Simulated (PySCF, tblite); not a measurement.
**C₅H₇FN radical: geometry, infrared bands and EPR parameters**

Wanted: the infrared bands and EPR parameters of C₅H₇FN radical (`C[CH][C@@H](F)CC#N`), by calculation.

Programs: tblite 0.8.0 and PySCF 2.14.0, with density-fitted response routines of our own. Each step states its level of theory. These are calculated values for one molecule in the gas phase, unless marked as measured. Atoms count from 0, in the outputs and in this text.

## Step 1: The molecule as given

14 atoms, charge 0, multiplicity 2; geometry from: force field or distance geometry start.

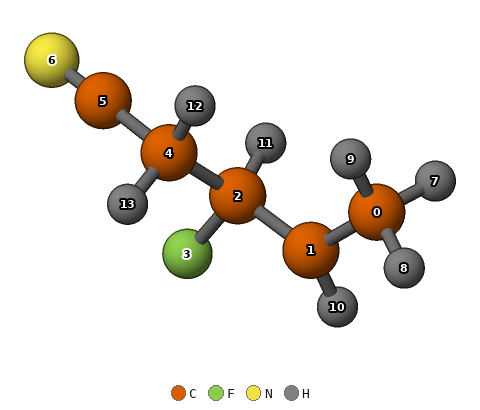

As it starts; carbon orange, fluorine green, nitrogen yellow, hydrogen grey, atoms numbered.

## Step 2: Optimising the geometry with GFN2-xTB

The job: settings as JSON, then the geometry in Å.

```
{"job": {"kind": "relax", "xc": "GFN2-xTB", "basis": "xTB"}, "charge": 0, "multiplicity": 2}
C      1.994200     0.360700    -0.102400
C      1.014100    -0.704600    -0.344500
C     -0.396900    -0.427400    -0.484400
F     -1.031500    -1.661500    -0.671300
C     -1.134400     0.228200     0.618200
C     -2.545500     0.400800     0.202400
N     -3.651700     0.527200    -0.133500
H      2.346800     0.774100    -1.069400
H      2.878800    -0.056900     0.432200
H      1.649700     1.220400     0.496600
H      1.405100    -1.586100    -0.885400
H     -0.599400     0.111800    -1.445300
H     -0.765300     1.210300     0.952400
H     -1.164800    -0.397500     1.532400
```

The run is started by

```sh
> OMP_NUM_THREADS=1 python probes_run.py task.json out
```

The driver reads the jobs from task.json and runs them one after another.

**Question.** This job is followed by: GFN2-xTB harmonic vibrations, gas phase; UKS B3LYP, pcH-1 on C F H N, non-relativistic, mean-field spin-orbit, GIAO. Predict these results of the whole session: strongest single infrared mode (GFN2-xTB); zero-point energy (GFN2-xTB); g(iso) (B3LYP); ⟨S²⟩; largest a(iso) (averaged by class); potential on the surface of density 0.002 e/bohr³, 1st and 99th percentile.

As calculated:

```
                                                                  quantity                  value
                                 strongest single infrared mode (GFN2-xTB)  2406 cm⁻¹, 253 km/mol
                                              zero-point energy (GFN2-xTB)          66.2 kcal/mol
                                                            g(iso) (B3LYP)                2.00250
                                                                      ⟨S²⟩     0.754 (exact 0.75)
                                        largest a(iso) (averaged by class)    13C on C1, 91.2 MHz
potential on the surface of density 0.002 e/bohr³, 1st and 99th percentile     -1.83 V and 1.53 V
```

In words: Over 140 steps the energy fell by 0.349 eV; of the close pairs, C2–C4 changed most, 1.480 to 1.561 Å. No mode is imaginary among the 36: a minimum at this level. The strongest single mode, at 2406 cm⁻¹, moves mainly C5 and N6. GFN2-xTB is a fitted tight-binding method: band positions and strengths are rough. Its intensities can rank the bands wrongly. Most of the unpaired spin sits on C1 (1.02 e). The isotropic g lies 0.2 ppt above the free-electron value. These values are for one conformer; the search (at its own cheap level) found 2 more, at 0.34, 0.45 kcal/mol, and measured spectra average over such forms.
